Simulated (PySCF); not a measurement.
Consider C5H19BN2Si2 (SMILES C[N+]1(C)[BH2-]C[C@H](N([SiH3])[SiH3])C1).

Input

```
{"job": {"kind": "nmr", "xc": "PBE0", "basis": "pcSseg-1"}, "charge": 0, "multiplicity": 1}
C     -2.631891     0.964443    -0.791304
N     -1.775407     0.051732    -0.021694
C     -2.439303    -1.256460     0.093452
B     -1.434148     0.674402     1.522780
C      0.186499     0.762602     1.471873
C      0.572845    -0.303144     0.458555
N      1.947450    -0.295515    -0.052741
Si     2.831109     1.210525    -0.169879
Si     2.596158    -1.858683    -0.475759
C     -0.444300    -0.101620    -0.663959
H     -2.162798     1.954651    -0.828604
H     -2.782798     0.583251    -1.814980
H     -3.601798     1.058774    -0.286942
H     -3.360658    -1.141586     0.677243
H     -2.675256    -1.656999    -0.906457
H     -1.783869    -1.955840     0.624987
H     -2.036305     1.735037     1.611479
H     -1.858883    -0.164713     2.308038
H      0.523566     1.751333     1.106109
H      0.672110     0.594068     2.444553
H      0.385928    -1.291597     0.923472
H      3.188105     1.805557     1.153229
H      4.087439     0.901544    -0.913659
H      2.064439     2.242566    -0.940028
H      1.749976    -2.529035    -1.518447
H      2.607562    -2.772384     0.711469
H      3.982636    -1.695801    -0.997205
H     -0.462203    -0.909329    -1.413497
H     -0.200206     0.837671    -1.182164
```

Launched as:

```sh
OMP_NUM_THREADS=1 python probes_run.py task.json out
```

Geometry: PBE0-D3(BJ)/def2-SVP.

Level of theory: PySCF, PBE0/pcSseg-1, SCF density, gas phase, non-relativistic.

What can the converged electron density and electron localisation function tell about the bonding?

C–N (1.47 Å): ρ is about 1.8 e/Å³ halfway; the ELF peaks at about 0.90 between the atoms (a shared electron pair).
Si–N (1.74 Å): ρ is about 1 e/Å³ halfway; the ELF peaks at about 0.90 between the atoms: a polar covalent bond.

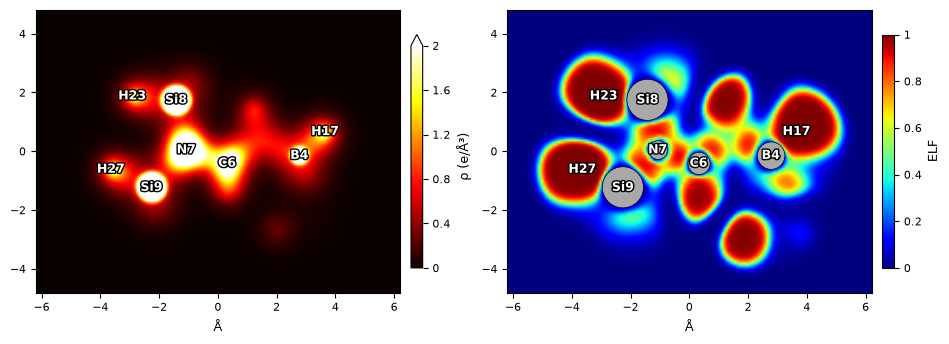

Computed electron density and electron localisation function on the plane of atoms N7, Si9 and H27, in this order. Grey discs cover the atomic cores in the ELF map. 
